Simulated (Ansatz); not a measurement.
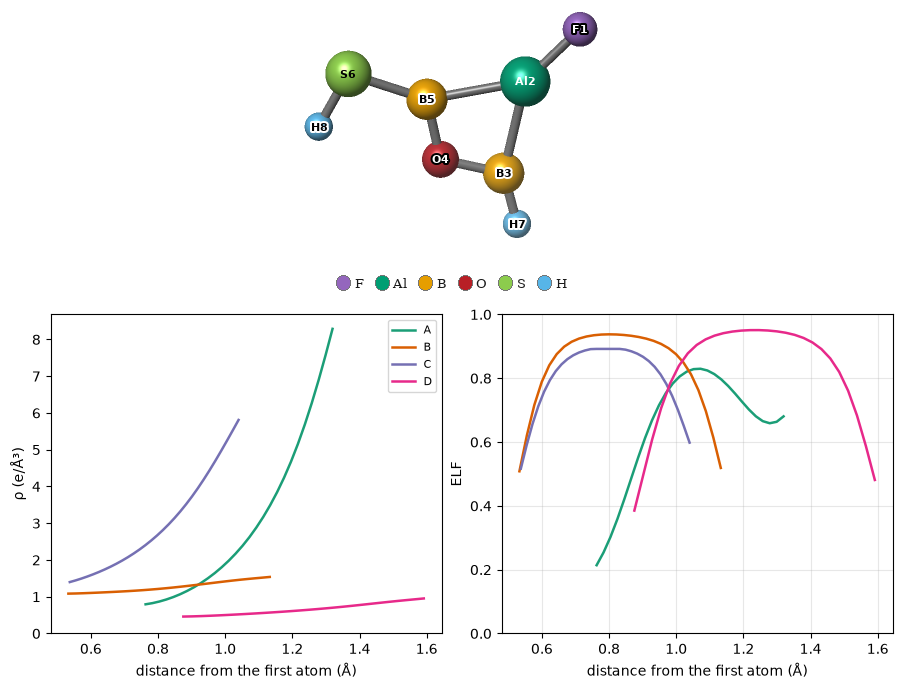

The picture shows: AlB₂FH₂OS (SMILES [F][Al]1[BH]O[B]1S). Electron density and ELF along straight lines between neighbouring atoms. The curves leave out the atomic cores. The structure is drawn too.

Geometry: PBE0-D4/def2-TZVP.

Level of theory: RKS PBE0-D4/def2-TZVPP in Ansatz 0.2.0.

Input file:

```
crystal:
  periodic: [false, false, false]
  atoms:
    - {symbol: F, position_ang: [-0.062852, 3.294582, -0.191323]}
    - {symbol: Al, position_ang: [0.167788, 1.667615, -0.046764]}
    - {symbol: B, position_ang: [1.513623, 0.073258, 0.404656]}
    - {symbol: O, position_ang: [0.474976, -0.812138, 0.161063]}
    - {symbol: B, position_ang: [-0.754565, -0.236595, -0.207603]}
    - {symbol: S, position_ang: [-2.188298, -1.226893, -0.555082]}
    - {symbol: H, position_ang: [2.573488, -0.380095, 0.720460]}
    - {symbol: H, position_ang: [-1.632060, -2.436734, -0.341205]}
basis:
  gaussian: {orbitals: def2-TZVPP}
hamiltonian: {xc: pbe0, dispersion: d4}
output: {orbitals: {seedname: orbitals}}
```

Run with:

```sh
ansatz run in.yaml --threads 4 --pin off --events-out ev --progress --plain --max-ram 10444MiB
```

Which curve belongs to which contact (Al–B, Al–F, B–O and B–S)? The first atom named is at distance zero.

Answer. Curve A: Al–F (1.65 Å): the density is about 0.93 e/Å³ at the midpoint; the ELF peaks at about 0.85 in the valence shell of F, 0.6 Å from its nucleus, and is about 0.35 at the midpoint. Curve B: B–S (1.78 Å): ρ at the midpoint is about 1.3 e/Å³; the ELF peaks at about 0.95 between the atoms, as expected for localised, covalent bonding. Curve C: B–O (1.39 Å): ρ is about 2 e/Å³ halfway; the ELF peaks at about 0.90 between the atoms (a polar covalent bond). Curve D: Al–B (2.12 Å): ρ at the midpoint is about 0.53 e/Å³; the ELF peaks at about 0.95 between the atoms (localised, covalent bonding).
